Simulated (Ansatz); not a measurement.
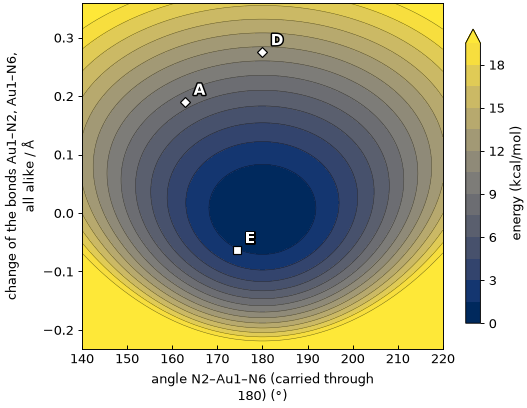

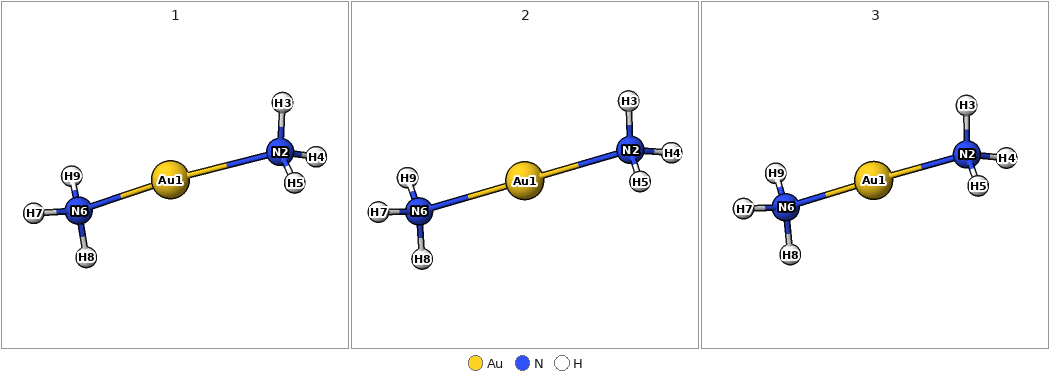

[Au(NH3)2]+, charge +1. 
- First axis: angle N2–Au1–N6 (carried through 180). Second axis: change of the bonds Au1–N2, Au1–N6, all alike.
- Nothing is relaxed (all other coordinates rigid).
- The grid has 15 × 15 points.
- Points are written as (first, second).
- All energies are given in kcal/mol relative to the relaxed molecule at the same level.
- Method: RHF/def2-TZVP (Ansatz 0.2.0).

The picture shows filled contours, one colour for all values above the top of the scale, lettered points. Between grid points the surface is interpolated. The numbered pictures are the structures at these points, in random order.

Which structure belongs to which point?

Answer. A is structure 1: (162.9°, 0.190 Å), 8.1 kcal/mol; D is structure 2: (180.0°, 0.275 Å), 11.4 kcal/mol; E is structure 3: (174.3°, −0.063 Å), 1.6 kcal/mol.
